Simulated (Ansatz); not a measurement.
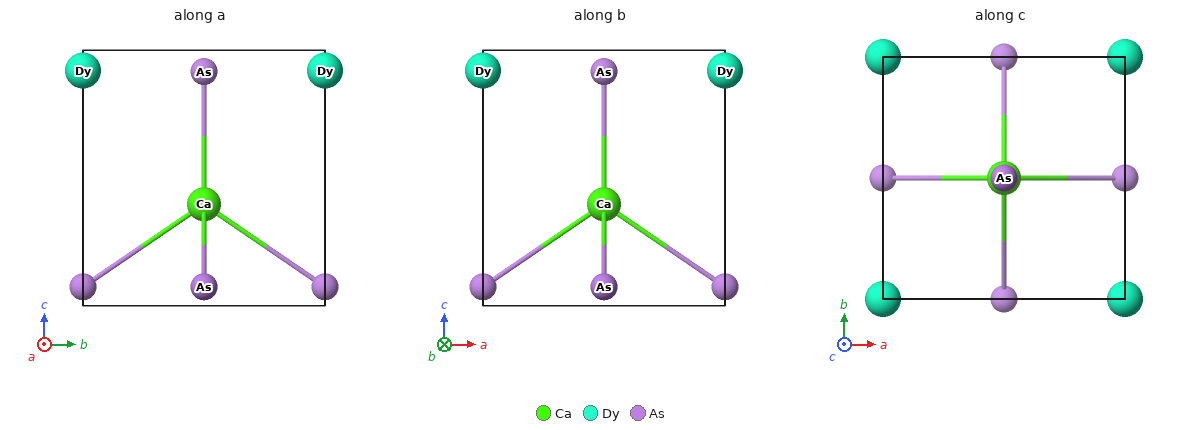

Ball-and-stick drawing of the structure, looking along the a axis, along the b axis and along the c axis. The edges of the conventional unit cell are marked.

Lattice parameters: a = 5.3398 Å, b = 5.3398 Å, c = 5.6320 Å, α = 90.000°, β = 90.000°, γ = 90.000°.

Question: Give the atomic positions as a CIF in P1 with every atom of the cell, with free fractional coordinates to two decimals.

Answer:
```cif
data_structure
_symmetry_space_group_name_H-M 'P 1'
_symmetry_Int_Tables_number 1
_cell_length_a 5.3398
_cell_length_b 5.3398
_cell_length_c 5.6320
_cell_angle_alpha 90.000
_cell_angle_beta 90.000
_cell_angle_gamma 90.000
_cell_volume 160.59
loop_
_atom_site_label
_atom_site_type_symbol
_atom_site_fract_x
_atom_site_fract_y
_atom_site_fract_z
_atom_site_occupancy
Ca1 Ca 0.50 0.50 0.40 1
Dy1 Dy 0.00 0.00 0.92 1
As1 As 0.50 0.50 0.92 1
As2 As 0.50 0.00 0.07 1
As3 As 0.00 0.50 0.07 1
```

Origin of the cell: a random cell made by a generator, so it need not be a real form of the compound. Earlier steps of the study, as a rule a relaxation of our own, may have changed the cell and positions, so they can lie some per cent off the listed ones. It went into a calculation with Ansatz.
